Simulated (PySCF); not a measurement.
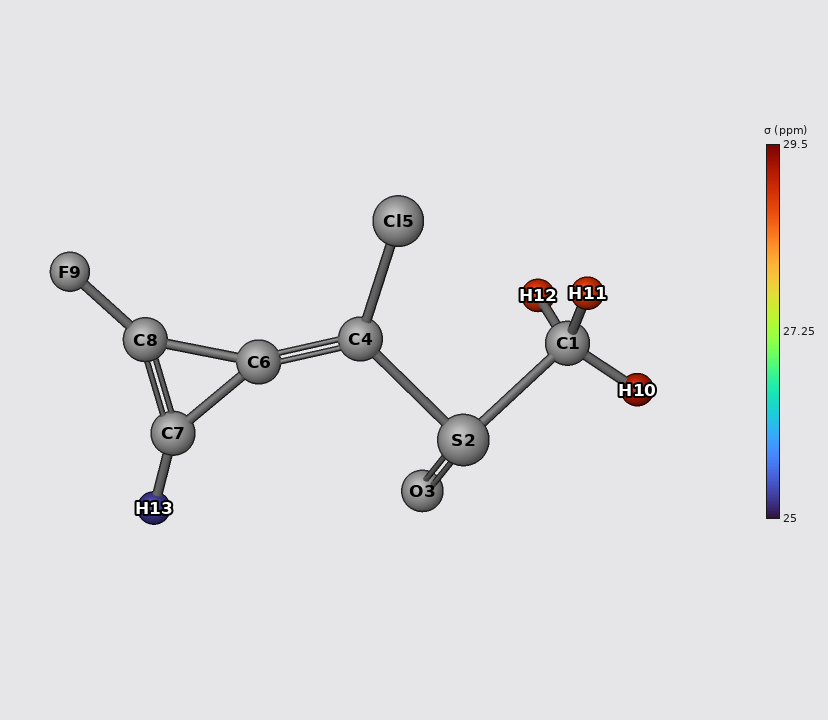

Atoms are coloured by their isotropic NMR shieldings (H only, the others grey). Geometry: an image of a reaction path computed with GFN2-xTB, not a minimum. Properties computed with GIAO PBE0/pcSseg-1 NMR shielding, non-relativistic, gas phase (PySCF 2.14.0).

**Which H atom is the most shielded (lowest chemical shift)?**

H10 (29.14 ppm).

**Which H atom is the least shielded (highest chemical shift)?**

H13 (25.23 ppm).

**How wide is the range of H shifts?**

3.90 ppm.

Give the isotropic NMR shieldings of the H atoms atom by atom.

| atom | σ (ppm) |
| --- | --- |
| H10 | 29.14 |
| H11 | 28.93 |
| H12 | 28.96 |
| H13 | 25.23 |
